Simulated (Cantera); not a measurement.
Input: 1 mol n-butane, 0.037 mol H2O, equilibrated at 13.3 mbar.

Cantera equilibrium calculation (NASA polynomials, part measured and part estimated; ideal gas, pure solids and liquids). Candidate condensed phases: C, C6H6, C7H8, C8H18, H2O; 110 gas species. Rates play no part.

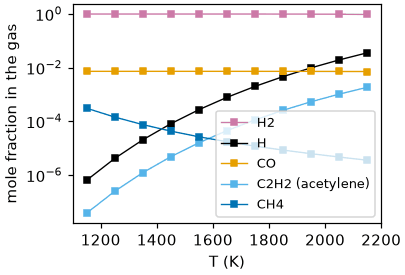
Figure: Equilibrium gas composition (values under 1e-9 drawn at 1e-9)

From 1150 K to 2150 K the condensed part is C(graphite). The main C-bearing gas is CO throughout.
